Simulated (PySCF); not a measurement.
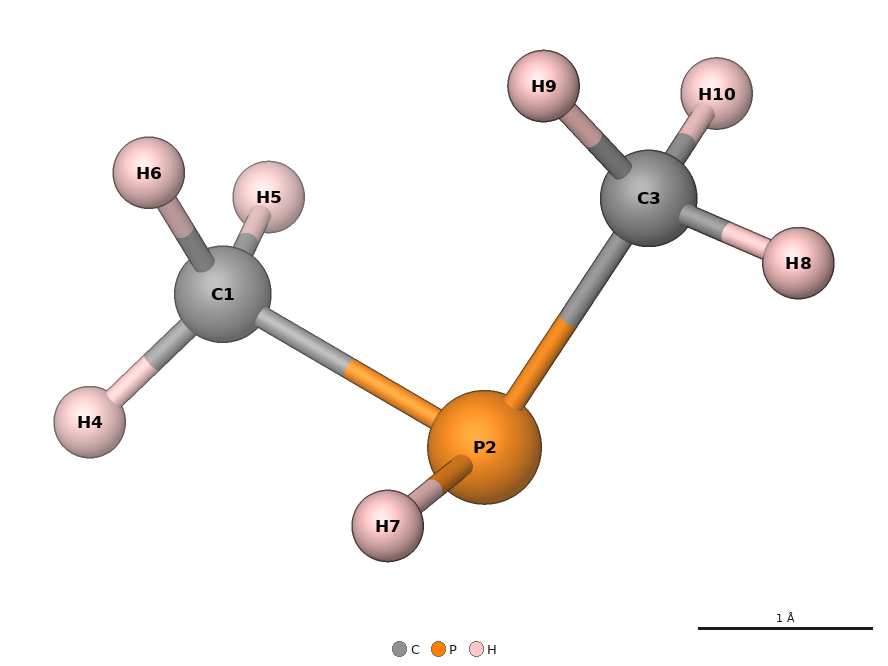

Orthographic view. Atoms fade into the background with distance from the viewer. The geometry was computed by an optimisation with PBE0-D3(BJ)/def2-SVP. No frequency run is at hand to confirm it as a minimum.

Give the geometry as a Z-matrix, atoms in numerical order, with these reference atoms: 2 to 1; 3 to 2, 1; 4 to 1, 2, 3; 5 to 1, 4, 2; 6 to 1, 4, 5; 7 to 2, 1, 4; 8 to 3, 2, 7; 9 to 3, 8, 2; 10 to 3, 8, 9.

```
C  
P    1   1.854
C    2   1.855   1    99.9
H    1   1.100   2   109.5   3  -169.2
H    1   1.101   4   107.5   2   118.0
H    1   1.101   4   108.9   5   117.5
H    2   1.430   1    97.0   4   -70.9
H    3   1.100   2   109.4   7    71.9
H    3   1.101   8   108.9   2   124.4
H    3   1.101   8   107.5   9   117.6
```
